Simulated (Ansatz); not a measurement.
# CuGe: relaxing a made-up structure

Starting from a made-up structure for CuGe, the aim is the relaxed cell, its shortest contacts and, where a second run follows, its electronic structure.

Main program and level: Ansatz 0.2.0; DFT, PBEsol, plane-wave PAW, files of the set soft_1, scalar-relativistic, ferromagnetic start, cell and ions relaxed at zero pressure; PAW set soft_1, in the first sound run; inputs show where later runs differ.

## 1. The starting structure

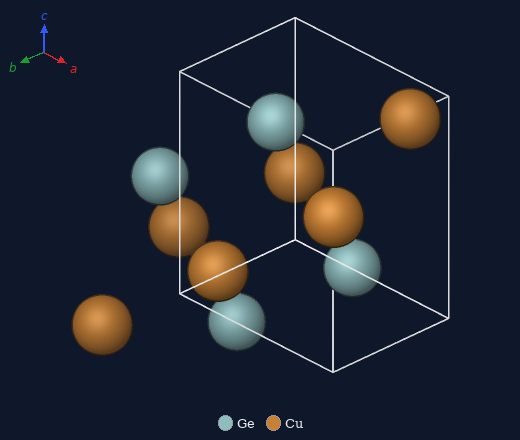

The starting structure, seen from a free direction (germanium teal, copper orange). 1×2×1 cells are drawn. Some periodic images of atoms are drawn too.

## 2. Relaxation of the guess

The guess takes its coordinates from another compound and its volume from a rule, so the cell and any free coordinates are relaxed together.

input.yaml

```yaml
crystal:
  lattice:
    - [4.179, 0.0, 0.0]
    - [0.0, 3.005, 0.0]
    - [0.0, 0.0, 4.79]
  atoms:
    - { symbol: Ge, position: [0.75, 0.5, 0.2605] }
    - { symbol: Ge, position: [0.25, 0.5, 0.7395] }
    - { symbol: Cu, position: [0.75, 0.0, 0.8093], spin: 0.6 }
    - { symbol: Cu, position: [0.25, 0.0, 0.1907], spin: 0.6 }
magnetization:
  spin_polarized: true
kpoints:
  mp_grid: { grid: [7, 9, 6] }
scf:
  occupations: { method: fermi_dirac, width: 0.05 }
hamiltonian:
  xc: pbesol
  pseudopotentials: { kind: paw, azcp: { folder: soft_1 }, xc_functional: pbe }
relax:
  f_tol: 0.015
  max_steps: 70
  cell: {}
output:
  forces: true
  stress: true
```

Command:

```
$ ansatz run input.yaml --threads 4 --pin off --max-ram 8192MiB --backend cpu --events-out ev --progress --plain --runs-dir out
```

Numbers of over 12 decimals in the logs are rounded to 6 here.

The log of the run:

```text
Engine: ansatz 0.2.0, aarch64-unknown-linux-gnu
Pseudopotentials: kind: paw
Pseudopotential: Ge, paw, valence charge 14, recommended cutoff 420 eV (normal), soft_1/Ge.paw.azcp
Pseudopotential: Cu, paw, valence charge 19, recommended cutoff 420 eV (normal), soft_1/Cu.paw.azcp
Functional definition: PBEsol
  exchange = pbesol_x
  correlation = pbesol_c
Crystal: 4 atoms, lattice volume = 60.152 Å³
Basis set: ecut = 420 eV, 1155 PW (Γ), exchange–correlation on 60×48×72 points (8 copies of the dense FFT grid, shifted against one another)
Bands: 41, of which v1, the nominal top of the filled ones, is band 33 counted from 1 (32 counted from 0)
Symmetry: 8 space group operations
Space group: Pmma (ITA 51), of the structure as read, at distance tolerance 3.9e-5 Å
Magnetic group: BNS 51.289 (UNI 387), of the structure as read, at distance tolerance 3.9e-5 Å
k-points: 80 of 378
Non-local potential: Ge, projectors of the file, l = 0: 2, l = 1: 2, l = 2: 3, l = 3: 1
Non-local potential: Cu, projectors of the file, l = 0: 3, l = 1: 2, l = 2: 3, l = 3: 1
PAW form: soft (Blöchl's): semilocal exchange-correlation on the pseudo side does not see the compensation charge
PAW frozen core: Ge, regenerated for the run's functional, and the local potential with it (the file was generated under x = pbe(κ = 0.804, μ = 0.219515), c = pbe(β = 0.066725))
PAW frozen core: Cu, regenerated for the run's functional, and the local potential with it (the file was generated under x = pbe(κ = 0.804, μ = 0.219515), c = pbe(β = 0.066725))
PAW one-centre angular grid: Ge, 590 points (default); XC on 64 Gauss nodes
PAW one-centre angular grid: Cu, 590 points (default); XC on 64 Gauss nodes
Initial density: superposition of atomic densities (chi_scale 0.1, normalization cell)
Starting moments: Σ|m| = 1.2 μB on 2 of 4 sites
Initial wavefunctions: pseudopotential atomic-orbital guess
Functional: x = pbesol(κ = 0.804, μ = 0.123457), c = pbesol(β = 0.046)
SCF iter   1: F=—  HF=-21686.822405 eV  |F-HF|=—  |Δ(HF+E_count)|=         —  Δρ=1.63e-1 (↑1.63e-1 ↓9.27e-2)  dr2=2.76e1  dr2_m=7.27e-1  M=0.315 μB ∫|m|=0.444 μB  β_m=0.30  ethr=3.10e-3  ⟨swp⟩=5.1  Hψ=21638  notcnv=0  defer=8
preconditioner: auto → Kerker (q_TF=auto, 2.771 Å⁻¹)  [metal: Δε(μ)=0.005 eV  Ē_g=16.936 eV  σ=0.050 eV  W_gap=0.02  n_scr=20 (ndim 8)  ℏωp=33.9 eV  f_vac=0.000  D(μ)=1.77/eV (n_scr^D=10)]
spin=Collinear: Kerker preconditioning applied to the charge; magnetization (m = ρ↑ − ρ↓) channel mixes plain (no charge-response kernel on spin).
SCF iter   2: F=—  HF=-21684.487356 eV  |F-HF|=—  |Δ(HF+E_count)|=    2.34e0  Δρ=6.08e-2 (↑2.39e-2 ↓6.08e-2)  dr2=5.19e-1  dr2_m=8.22e-1  M=0.122 μB ∫|m|=0.167 μB  β_m=0.30  ethr=3.10e-3  ⟨swp⟩=2.9  Hψ=14594  notcnv=0  defer=313
SCF iter   3: F=—  HF=-21683.909264 eV  |F-HF|=—  |Δ(HF+E_count)|=   5.78e-1  Δρ=4.25e-2 (↑4.25e-2 ↓1.65e-2)  dr2=7.76e-1  dr2_m=4.10e-1  M=0.120 μB ∫|m|=0.161 μB  β_m=0.30  ethr=7.86e-4  ⟨swp⟩=2.0  Hψ=14048  notcnv=0  defer=352
SCF iter   4: F=—  HF=-21683.678176 eV  |F-HF|=—  |Δ(HF+E_count)|=   2.31e-1  Δρ=2.69e-2 (↑1.68e-2 ↓2.69e-2)  dr2=2.64e-2  dr2_m=2.56e-1  M=0.082 μB ∫|m|=0.111 μB  β_m=0.30  ethr=7.86e-4  ⟨swp⟩=2.0  Hψ=9980  notcnv=0  defer=352
SCF iter   5: F=—  HF=-21683.767521 eV  |F-HF|=—  |Δ(HF+E_count)|=   8.93e-2  Δρ=3.25e-2 (↑3.54e-3 ↓3.25e-2)  dr2=3.55e-1  dr2_m=1.53e-1  M=0.055 μB ∫|m|=0.079 μB  β_m=0.30  ethr=4.00e-5  ⟨swp⟩=2.1  Hψ=12682  notcnv=0  defer=352
SCF iter   6: F=—  HF=-21683.771284 eV  |F-HF|=—  |Δ(HF+E_count)|=   3.76e-3  Δρ=2.17e-2 (↑3.64e-3 ↓2.17e-2)  dr2=1.39e-1  dr2_m=8.55e-2  M=0.043 μB ∫|m|=0.063 μB  β_m=0.30  ethr=4.00e-5  ⟨swp⟩=2.0  Hψ=9893  notcnv=0  defer=352
Mixer restart at iter 6: flushing history
spin-set hold released at iteration 6 (site moments contracting): the magnetisation degrees of freedom join the quasi-Newton model from the next iteration; the mixer history was flushed
SCF iter   7: F=—  HF=-21683.761254 eV  |F-HF|=—  |Δ(HF+E_count)|=   1.00e-2  Δρ=1.24e-2 (↑6.28e-3 ↓1.24e-2)  dr2=2.06e-2  dr2_m=4.74e-2  M=0.034 μB ∫|m|=0.051 μB  β_m=0.56  ethr=4.00e-5  ⟨swp⟩=2.0  Hψ=9107  notcnv=0  defer=352
SCF iter   8: F=—  HF=-21683.773099 eV  |F-HF|=—  |Δ(HF+E_count)|=   1.18e-2  Δρ=1.06e-2 (↑4.57e-3 ↓1.06e-2)  dr2=8.91e-2  dr2_m=5.24e-3  M=0.011 μB ∫|m|=0.019 μB  β_m=0.45  ethr=3.13e-5  ⟨swp⟩=2.0  Hψ=12718  notcnv=0  defer=351
SCF iter   9: F=—  HF=-21683.753308 eV  |F-HF|=—  |Δ(HF+E_count)|=   1.98e-2  Δρ=2.19e-3 (↑2.19e-3 ↓4.93e-4)  dr2=1.08e-3  dr2_m=5.91e-4  M=0.004 μB ∫|m|=0.009 μB  β_m=0.73  ethr=3.13e-5  ⟨swp⟩=2.0  Hψ=13575  notcnv=0  defer=352
SCF iter  10: F=—  HF=-21683.754850 eV  |F-HF|=—  |Δ(HF+E_count)|=   1.54e-3  Δρ=3.99e-4 (↑3.99e-4 ↓2.66e-4)  dr2=7.43e-5  dr2_m=4.49e-5  M=0.001 μB ∫|m|=0.002 μB  β_m=0.73  ethr=1.64e-6  ⟨swp⟩=2.1  Hψ=11118  notcnv=0  defer=352
SCF iter  11: F=—  HF=-21683.754876 eV  |F-HF|=—  |Δ(HF+E_count)|=   2.58e-5  Δρ=1.60e-4 (↑8.58e-5 ↓1.60e-4)  dr2=9.87e-6  dr2_m=1.48e-6  M=0.000 μB ∫|m|=0.001 μB  β_m=0.63  ethr=1.13e-7  ⟨swp⟩=2.0  Hψ=10214  notcnv=0  defer=352
SCF iter  12: F=—  HF=-21683.754891 eV  |F-HF|=—  |Δ(HF+E_count)|=   1.48e-5  Δρ=5.92e-5 (↑3.24e-5 ↓5.92e-5)  dr2=1.66e-6  dr2_m=2.16e-7  M=0.000 μB ∫|m|=0.000 μB  β_m=0.81  ethr=1.50e-8  ⟨swp⟩=2.0  Hψ=10214  notcnv=0  defer=352
SCF iter  13: F=—  HF=-21683.754896 eV  |F-HF|=—  |Δ(HF+E_count)|=   5.55e-6  Δρ=8.05e-6 (↑8.05e-6 ↓7.34e-6)  dr2=3.23e-7  dr2_m=8.46e-9  M=0.000 μB ∫|m|=0.000 μB  β_m=0.91  ethr=2.51e-9  ⟨swp⟩=2.0  Hψ=11493  notcnv=0  defer=352
SCF iter  14: F=—  HF=-21683.754896 eV  |F-HF|=—  |Δ(HF+E_count)|=   4.70e-8  Δρ=2.31e-6 (↑2.31e-6 ↓1.92e-6)  dr2=2.80e-8  dr2_m=1.14e-10  M=0.000 μB ∫|m|=0.000 μB  β_m=0.95  ethr=1.52e-10  ⟨swp⟩=3.5  Hψ=16692  notcnv=0
SCF iter  15: F=-21683.754896 eV  HF=-21683.754896 eV  |F-HF|=6.55e-11  |Δ(HF+E_count)|=   6.70e-9  Δρ=3.15e-7 (↑3.15e-7 ↓2.46e-7)  dr2=1.54e-10  dr2_m=2.51e-11  M=-0.000 μB ∫|m|=0.000 μB  ethr=4.25e-11  ⟨swp⟩=3.0  Hψ=14709  notcnv=0
WARN: the starting moments were not kept: the SCF closed with an absolute magnetisation of 7.0e-6 μB, where they sum to 1.2 μB in size (2 sites). That is at most 0.1 of that sum. Measured as dr2_m measures the in/out step, that magnetisation stands 9.2e-12 eV from none, at or under the dr2_threshold of 1.0e-7 eV: it is no larger than a step whose dr2_m would equal this threshold. The system may hold no moment; this S [...]
SCF 1 converged in 15 iterations: F = -21683.754896 eV  dr2 = 1.54e-10
[...]
relax step   9: F+E_penalty+E_count = -21683.82966608 eV  Δ(F+E_penalty+E_count) = -3.843e-4 eV  max|allowed force component| = 9.014e-3 eV/Å  Δτ_max = 0.0048 Å  P = -0.117 GPa  Ω = 59.317 Å³  energy of the carried Pulay correction = +3.995e-4 eV  (10 SCF iters, accepted)
relax step  10: F+E_penalty+E_count = -21683.82973017 eV  Δ(F+E_penalty+E_count) = -6.409e-5 eV  max|allowed force component| = 3.263e-3 eV/Å  Δτ_max = 0.0025 Å  P = +0.012 GPa  Ω = 59.289 Å³  energy of the carried Pulay correction = +4.131e-4 eV  (8 SCF iters, dr2 threshold 1.21e-7 eV, accepted)
relax step  11: F+E_penalty+E_count = -21683.82974800 eV  Δ(F+E_penalty+E_count) = -1.783e-5 eV  max|allowed force component| = 4.225e-4 eV/Å  Δτ_max = 0.0008 Å  P = -0.005 GPa  Ω = 59.283 Å³  energy of the carried Pulay correction = +4.160e-4 eV  (6 SCF iters, dr2 threshold 1.31e-8 eV, accepted)
Basis set: ecut = 420 eV, 1161 PW (Γ), exchange–correlation on 60×40×72 points (8 copies of the dense FFT grid, shifted against one another)
Initial wavefunctions: pseudopotential atomic-orbital guess (no wavefunctions were taken with the density)
iter 1 solved again at ethr=3.68e-8 eV; its pass at ethr=3.10e-3 eV (dr2=2.43e-5 eV) is discarded
SCF iter   1: F=—  HF=-21683.828759 eV  |F-HF|=—  |Δ(HF+E_count)|=         —  Δρ=5.40e-4 (↑5.40e-4 ↓5.40e-4)  dr2=1.56e-5  dr2_m=1.86e-12  M=-0.000 μB ∫|m|=0.000 μB  β_m=0.30  ethr=3.68e-8  ⟨swp⟩=3.0  Hψ=38124  notcnv=0
spin=Collinear: Kerker preconditioning applied to the charge; magnetization (m = ρ↑ − ρ↓) channel mixes plain (no charge-response kernel on spin).
SCF iter   2: F=—  HF=-21683.829025 eV  |F-HF|=—  |Δ(HF+E_count)|=   2.67e-4  Δρ=3.85e-4 (↑3.85e-4 ↓3.85e-4)  dr2=1.18e-5  dr2_m=9.97e-13  M=0.000 μB ∫|m|=0.000 μB  β_m=0.58  ethr=2.36e-8  ⟨swp⟩=1.2  Hψ=6598  notcnv=0
SCF iter   3: F=—  HF=-21683.829253 eV  |F-HF|=—  |Δ(HF+E_count)|=   2.27e-4  Δρ=1.24e-4 (↑1.24e-4 ↓1.24e-4)  dr2=3.48e-6  dr2_m=1.30e-13  M=0.000 μB ∫|m|=0.000 μB  β_m=0.56  ethr=1.79e-8  ⟨swp⟩=2.0  Hψ=8480  notcnv=0
SCF iter   4: F=—  HF=-21683.829272 eV  |F-HF|=—  |Δ(HF+E_count)|=   1.90e-5  Δρ=1.44e-5 (↑1.44e-5 ↓1.44e-5)  dr2=4.03e-8  dr2_m=3.43e-15  M=0.000 μB ∫|m|=0.000 μB  β_m=0.56  ethr=5.27e-9  ⟨swp⟩=2.0  Hψ=11523  notcnv=0
SCF iter   5: F=—  HF=-21683.829272 eV  |F-HF|=—  |Δ(HF+E_count)|=   3.81e-7  Δρ=4.51e-6 (↑4.51e-6 ↓4.51e-6)  dr2=9.40e-9  dr2_m=2.93e-15  M=0.000 μB ∫|m|=0.000 μB  β_m=0.78  ethr=6.11e-11  ⟨swp⟩=2.0  Hψ=8682  notcnv=0
SCF iter   6: F=—  HF=-21683.829272 eV  |F-HF|=—  |Δ(HF+E_count)|=   3.48e-8  Δρ=3.77e-6 (↑3.77e-6 ↓3.77e-6)  dr2=8.56e-9  dr2_m=6.76e-16  M=0.000 μB ∫|m|=0.000 μB  β_m=0.89  ethr=1.42e-11  ⟨swp⟩=2.0  Hψ=10548  notcnv=0
SCF iter   7: F=—  HF=-21683.829272 eV  |F-HF|=—  |Δ(HF+E_count)|=   1.11e-8  Δρ=4.29e-7 (↑4.29e-7 ↓4.29e-7)  dr2=3.44e-10  dr2_m=1.05e-16  M=0.000 μB ∫|m|=0.000 μB  β_m=0.82  ethr=1.30e-11  ⟨swp⟩=3.0  Hψ=10540  notcnv=0
SCF iter   8: F=—  HF=-21683.829297 eV  |F-HF|=—  |Δ(HF+E_count)|=   2.53e-5  Δρ=1.06e-6 (↑1.06e-6 ↓1.06e-6)  dr2=2.15e-9  dr2_m=8.47e-18  M=0.000 μB ∫|m|=0.000 μB  β_m=0.82  ethr=1.00e-12  ⟨swp⟩=3.0  Hψ=14232  notcnv=0
SCF iter   9: F=—  HF=-21683.829297 eV  |F-HF|=—  |Δ(HF+E_count)|=  1.46e-11  Δρ=1.04e-6 (↑1.04e-6 ↓1.04e-6)  dr2=2.11e-9  dr2_m=6.69e-18  M=0.000 μB ∫|m|=0.000 μB  β_m=0.91  ethr=1.00e-12  ⟨swp⟩=1.0  Hψ=6560  notcnv=0
SCF iter  10: F=—  HF=-21683.829297 eV  |F-HF|=—  |Δ(HF+E_count)|=  1.86e-10  Δρ=7.83e-7 (↑7.83e-7 ↓7.83e-7)  dr2=1.20e-9  dr2_m=1.50e-19  M=0.000 μB ∫|m|=0.000 μB  β_m=0.65  ethr=1.00e-12  ⟨swp⟩=1.0  Hψ=6560  notcnv=0
SCF iter  11: F=—  HF=-21683.829297 eV  |F-HF|=—  |Δ(HF+E_count)|=  1.64e-10  Δρ=3.03e-7 (↑3.03e-7 ↓3.03e-7)  dr2=1.89e-10  dr2_m=1.67e-18  M=-0.000 μB ∫|m|=0.000 μB  β_m=0.82  ethr=1.00e-12  ⟨swp⟩=2.0  Hψ=8518  notcnv=0
SCF iter  12: F=-21683.829297 eV  HF=-21683.829297 eV  |F-HF|=0.00e0  |Δ(HF+E_count)|=  2.91e-11  Δρ=1.21e-7 (↑1.21e-7 ↓1.21e-7)  dr2=3.05e-11  dr2_m=4.53e-20  M=0.000 μB ∫|m|=0.000 μB  ethr=1.00e-12  ⟨swp⟩=2.6  Hψ=18878  notcnv=0
the starting moments were not kept: the SCF closed with an absolute magnetisation of 1.0e-10 μB, where they sum to 1.2 μB in size (2 sites). That is at most 0.1 of that sum. Measured as dr2_m measures the in/out step, that magnetisation stands 0 eV from none, at or under the dr2_threshold of 4.0e-11 eV: it is no larger than a step whose dr2_m would equal this threshold.
SCF 12 converged in 12 iterations: F = -21683.829297 eV  dr2 = 3.05e-11
relax step  12: F+E_penalty+E_count = -21683.82929749 eV  Δ(F+E_penalty+E_count) = +4.505e-4 eV  max|allowed force component| = 3.825e-4 eV/Å  Δτ_max = 0.0000 Å  P = -0.003 GPa  Ω = 59.283 Å³  stress off target by 7.81e-3 GPa  SCF on the basis re-selected at this cell (its energy is not comparable with the rows above)  (12 SCF iters)
basis re-selected at this cell: Δ(F+E_penalty+E_count) = +4.505e-4 eV, ΔP = +0.002 GPa vs the last step (what re-selecting the basis moved, of the pressure what is left beyond the Pulay correction that the steps carried, after the strain that the cell walked since its last selection, with what the two solves' SCF thresholds leave and, on support functions, any second-order correction that the steps lacked; it is no measure of the basis error at this ecutwfc). The dense FFT grid was sized anew with the basis: this SCF ran on 30×20×36 points, the steps before it on 30×24×36, so part of this shift can come from that change (see relax.cell in the input reference). [rest of the remark cut]
SCF converged after 12 iterations
Magnetization: 0.0000 μB (33.0000 up, 33.0000 down)
Absolute magnetization: 0.0000 μB (∫|ρ↑−ρ↓|, with the PAW one-centre terms)
Spin contamination: 0.0000 ħ² per cell (⟨S²⟩ above its minimum at these occupations)
Per-site moments (μB) at R_I (Å): [(-2.072162265875068e-12, 1.061913), (-2.072215728737866e-12, 1.061913), (1.6110673232540812e-12, 1.061913), (1.6107167323147547e-12, 1.061913)]
Free energy (F): -21683.829297 eV
Harris-Foulkes:  -21683.829297 eV  (|F-HF|=0.00e0)
Internal energy: -21683.822799 eV  (E = F + TS)
E sigma→0 (E₀):  -21683.826048 eV
Entropy (-TS):   -0.006499 eV (-1.625 meV/atom)
Fermi energy:    13.795984 eV
--- Per-component energies (eV) ---
  E_band       = -1003.454395
  E_kinetic    = 709.387380
  E_local      = -13800.620707  (includes V_loc(G=0)·N_el)
  E_nonlocal   = 2221.203614
  E_hartree    = 6116.177829
  E_xc         = -280.803635
  E_vxc        = -309.675690  (∫ρ·V_xc dr)
  E_paw        = -7498.441161  (= ΣΔE_a)
  E_vpaw       = -2056.106703  (= ΣTr[D̂ρ^β])
  E_aug_tail   = 0.001889  (compensation charges beyond the density's cutoff)
  E_ewald      = -9152.976288
  E_core_change = 2.248281  (= ΣΔE_core)
  E_smearing   = -0.006499  (= −TS)
  E_closure    = -0.000000  (closes the sum)
  Σ components = -21683.829297   (vs F -21683.829297, Δ=0.00e0)
--- Forces (eV/Å), atoms counted from 1 ---
  atom   1  Ge     0.00000000     0.00000000    -0.00038248
  atom   2  Ge    -0.00000000     0.00000000     0.00038248
  atom   3  Cu    -0.00000000     0.00000000    -0.00004342
  atom   4  Cu     0.00000000     0.00000000     0.00004342
  max |Σ_I F_I| component: 5.42e-20 eV/Å
--- Stress (GPa, compression-positive) ---
        0.004944       0.000000      -0.000000
        0.000000      -0.007811       0.000000
       -0.000000       0.000000      -0.005305
  P = ⅓ Tr σ = -0.0027 GPa (-0.027 kbar)
--- Relaxed structure (11 steps of the walk, 10 accepted, 1 SCFs on fresh bases) ---
  F+E_penalty+E_count = -21683.82929749 eV   max|allowed force component| = 3.825e-4 eV/Å   (the final SCF, on the basis selected at the relaxed cell)
  cell:  # Å, volume = 59.2829 Å³
    - [4.042976, 0.0, 0.0]
    - [0.0, 2.938377, 0.0]
    - [0.0, 0.0, 4.990234]
  atoms:
    - { symbol: Ge, position: [0.75, 0.5, 0.286901] }
    - { symbol: Ge, position: [0.25, 0.5, 0.713099] }
    - { symbol: Cu, position: [0.75, 0.0, 0.836997] }
    - { symbol: Cu, position: [0.25, 0.0, 0.163003] }
```

It took 75 s on 4 threads of Arm Neoverse V1, shared host; peak memory 0.59 GiB; 4.9 min of CPU time.

Step by step:

```tsv
step	energy less that of the first step (eV)	largest force component (eV/Å)	pressure (GPa)	volume (Å³)
1	0.0000	0.3690	-1.61	60.15
2	-0.0429	0.0977	1.26	57.78
3	-0.0493	0.0577	-0.07	58.48
4	-0.0541	0.0798	-0.52	58.78
5	-0.0548	0.1847	-1.40	59.67
6	-0.0659	0.0465	-0.62	59.14
7	-0.0744	0.0233	0.46	58.98
8	-0.0741	0.0172	-0.20	59.46
9	-0.0748	0.0090	-0.12	59.32
10	-0.0748	0.0033	0.01	59.29
11	-0.0749	0.0004	0.00	59.28
12*	-0.0744	0.0004	0.00	59.28
```

Relaxation steps marked * repeat the geometry before them on a plane-wave basis chosen anew for their cell, so energy and pressure can jump there. Relaxation step 8 was tried and not accepted.

The run keeps the 8 symmetry operations that it works with, so distortions that break them were not tested.

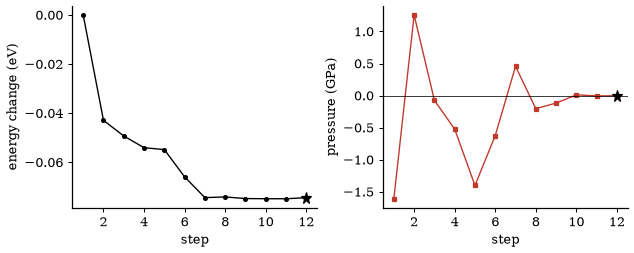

Energy and pressure along the relaxation. Stars mark steps on a basis chosen anew.

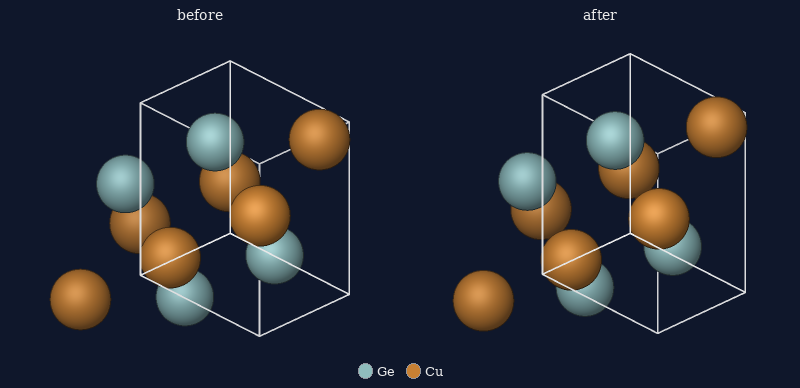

Before and after, at one scale.

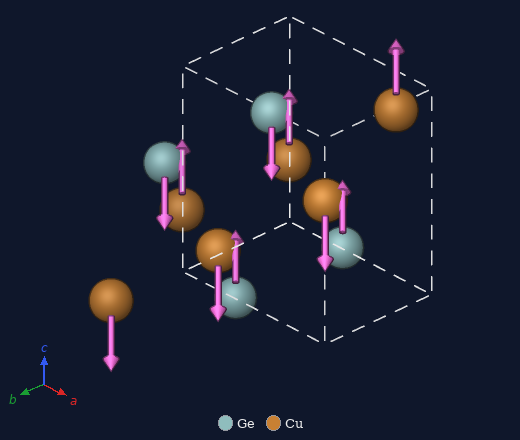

Displacements in the relaxation, exaggerated, measured against the changing cell; the longest in the cell stands for 0.14 Å. 1×2×1 cells are drawn. Some periodic images of atoms are drawn too.

```tsv
conventional cell, symmetrised	before	after	change
a (Å)	4.179	4.043	-3.3 %
b (Å)	3.005	2.938	-2.2 %
c (Å)	4.790	4.990	+4.2 %
volume (Å³/atom)	15.04	14.82	-1.4 %
```

The atoms that moved most (Å, as changes of fractional coordinates times the final cell):

```tsv
atom	dx	dy	dz	length
Cu4	0.000	0.000	-0.138	0.138
Cu3	0.000	0.000	0.138	0.138
Ge1	0.000	0.000	0.132	0.132
Ge2	0.000	0.000	-0.132	0.132
```

Final coordinates:

```xyz
4
Lattice="4.0430 0.0000 0.0000 0.0000 2.9384 0.0000 0.0000 0.0000 4.9902" Properties=species:S:1:pos:R:3 pbc="T T T"
Ge    3.0322    1.4692    1.4317
Ge    1.0107    1.4692    3.5585
Cu    3.0322    0.0000    4.1768
Cu    1.0107    0.0000    0.8134
```

This step gave:

```
free energy             : -21683.8293 eV
energy at zero smearing : -21683.8260 eV
smearing term TS        : 0.006499 eV
Fermi energy            : 13.80 eV
electrons               : 66
symmetry operations     : 8
pressure                : -0.002724 GPa
```

The shortest distance of each pair, which need not be the same contact before and after:

```tsv
pair	guess (Å)	relaxed (Å)
Cu–Ge	2.595	2.574
Cu–Cu	2.776	2.595
Ge–Ge	3.005	2.934
```

The relaxation ends with a largest force component of 3.8e-4 eV/Å and a pressure of 0.00 GPa. No moment survives the cycle: this start ends non-magnetic.

[end of part 1 of 2]

[Logs are printed without paths, hosts, clocks, repeated set-up lines and the standing remarks that a program may print on its own settings, such as how far it seeks lower states.]

[Hosts, paths, dates, database ids (printed as entryN), source tags and the programs' standing remarks are cut or masked in the printed files.]
